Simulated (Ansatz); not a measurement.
CBF2Ga

The calculation's input:

```
crystal:
  periodic: [false, false, false]
  atoms:
    - {symbol: C, position_ang: [-2.693880, -0.525054, 1.437425]}
    - {symbol: B, position_ang: [-2.870471, -0.223022, 0.102124]}
    - {symbol: F, position_ang: [-3.165935, 0.415828, -0.983678]}
    - {symbol: F, position_ang: [-2.260569, -1.560558, 2.179729]}
    - {symbol: Ga, position_ang: [-3.244201, 1.042624, 2.648765]}
basis:
  gaussian:
    orbitals: def2-TZVPD
hamiltonian:
  xc: {name: PBE0}
output: {forces: true, orbitals: {seedname: orbitals}}
```

Launched as:

```sh
ansatz run input.yaml --threads 1 --pin off --max-ram 2610MiB --events-out events.jsonl --progress --plain --runs-dir runs
```

Geometry: PBE0-D3(BJ)/def2-SVP.

These are results of isolated molecule in a Gaussian basis; Kohn-Sham density functional theory, functional PBE0 (Ansatz 0.2.0), not measurements.

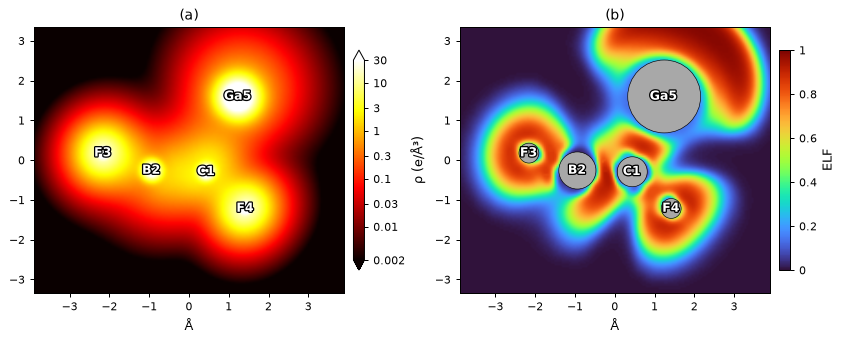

Figure 1. (a) electron density; (b) ELF on the molecular plane. Grey discs cover the atomic cores in the ELF map.

Q: Interpret the plot.

A: Atoms in the plane: C, B, F and Ga. B–F (1.29 Å): ρ is about 2.4 e/Å³ halfway; the ELF peaks at about 0.85 between the atoms: a short, strongly polar bond. C–F (1.35 Å): ρ at the midpoint is about 2.2 e/Å³, with its minimum of 1.7 e/Å³ about 0.5 Å from C; the ELF peaks at about 0.80 between the atoms; a shared but strongly polarised pair. C–B (1.38 Å): the density is about 1.8 e/Å³ at the midpoint; the ELF peaks at about 0.90 between the atoms, as expected for localised, covalent bonding. C–Ga (2.06 Å): ρ at the midpoint is about 0.63 e/Å³; the ELF peaks at about 0.90 in the valence shell of C, 0.7 Å from its nucleus, and is about 0.50 at the midpoint. The ELF also peaks beside F4 and F3, away from the bonds: lone-pair regions.

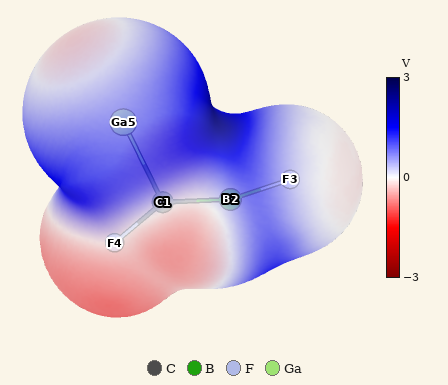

Figure 2. The electrostatic potential painted on the density surface at 0.002 e/bohr³, seen at a tilt; the colour scale runs from red (negative) to blue (positive).

Q: Where is the surface potential most negative and most positive?

A: The most negative region (about −0.8 V) lies over F4, the most positive (about +2.5 V) over Ga5.

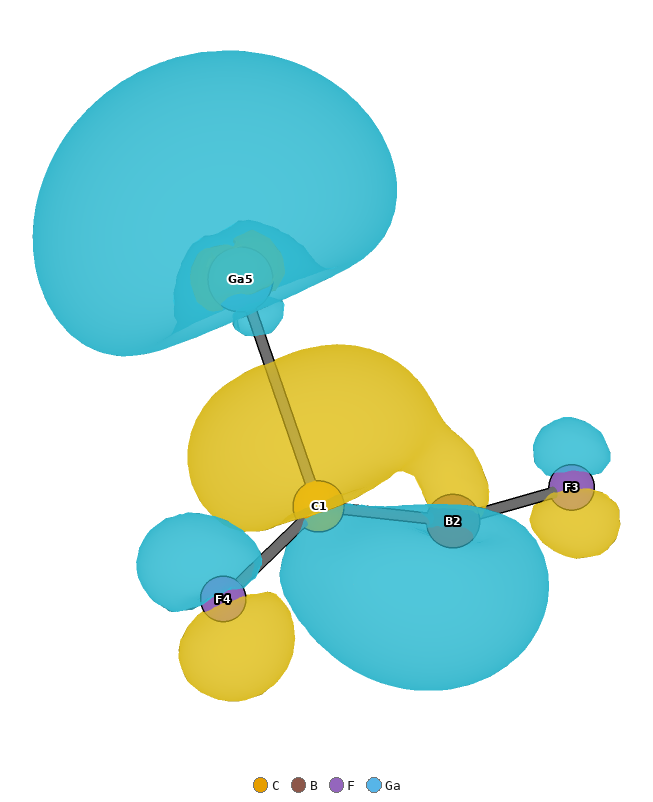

Figure 3. One frontier orbital at ±0.1 Å⁻³ᐟ² (yellow and cyan are the two phases), seen at a tilt.

Q: Which orbital is it: HOMO or LUMO?

A: The HOMO, at −6.38 eV. It lies mainly on Ga5 (about 55 %), C1 (about 25 %), B2 (about 15 %) and F4 (about 5 %); it is symmetric in the molecular plane (an in-plane orbital: σ, lone-pair or in-plane π type).

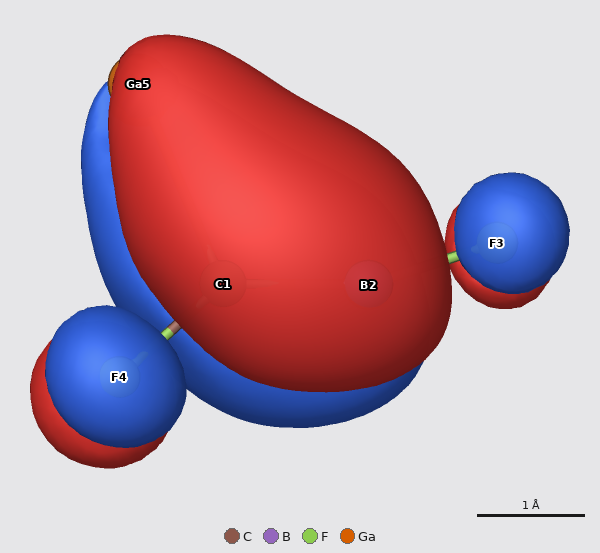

Figure 4. The HOMO−1 at ±0.08 Å⁻³ᐟ² (red and blue are the two phases), seen at a tilt.

Q: What is the character of this orbital?

A: It lies mainly on C1 (about 45 %), B2 (about 30 %), F4 (about 15 %) and Ga5 (about 10 %); it changes sign across the molecular plane (π type); π-bonding across C1–B2. Its energy is −6.44 eV.
